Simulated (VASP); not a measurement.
Band structure of SiMo3 (space group Pm-3n). All values below come from PBE GGA, VASP's PBE PAW potentials (set 64) (plane waves; VASP 6.6.1).

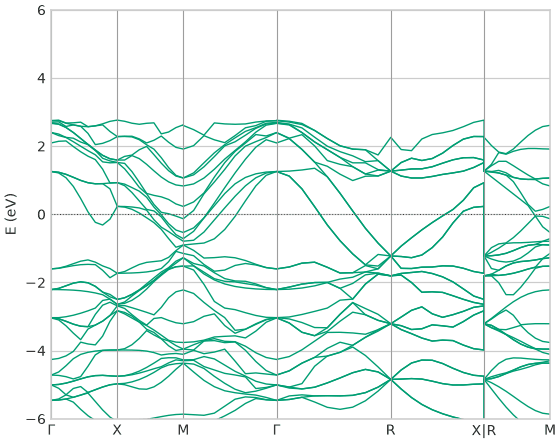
Fig. 1. Bands along high-symmetry lines, zero at the valence-band maximum or, without a gap, the Fermi level

### Question
Read the plot: is there a gap, and where are the band edges?

### Answer
It has no gap at this level: it comes out as a metal or semimetal.

The structure comes from a computed database's SiMo3 entry; how it stands against other phases isn't given here. The cell was not relaxed at this level.
